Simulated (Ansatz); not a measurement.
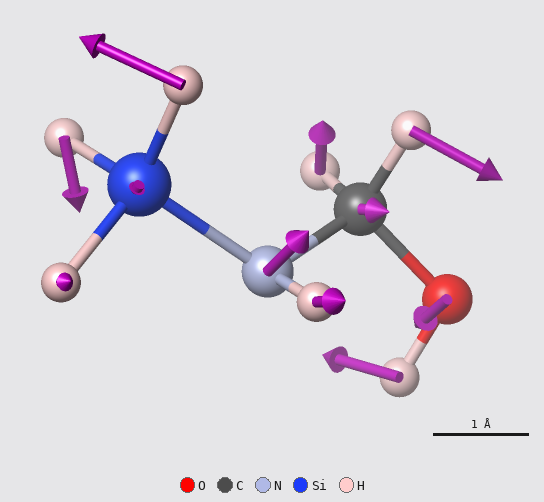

A relaxation of CH7NOSi (coarse preliminary run). The starting structure is drawn; purple arrows show the displacements, magnified 2 times. The two geometries are superimposed by the best rigid fit.

A ball-and-stick model, seen at a tilt.

The start comes from a force field.

Level of theory: RKS PBE-D4/def2-SVP (Ansatz). Set-up: force threshold 0.03 eV/Å; at most 200 steps.

Q: Describe the change and its energy.

A: Over 8 geometry steps the energy falls by 51.1 kJ/mol. The largest force component goes from 2.7 to 0.014 eV/Å. The atom that moves furthest after the best rigid fit is an H atom (0.63 Å). Largest moves by element: H 0.63 Å, N 0.44 Å, O 0.38 Å, C 0.19 Å, Si 0.08 Å. Near-neighbour distances that change, for instance: H–Si 1.402 → 1.513 Å, C–O 1.346 → 1.410 Å, H–Si 1.538 → 1.506 Å, C–H 1.095 → 1.120 Å. Bond angles that change, for instance: Si–N–H 105.0° → 118.7°, C–N–H 105.3° → 113.4°, O–C–N 104.9° → 112.8°.
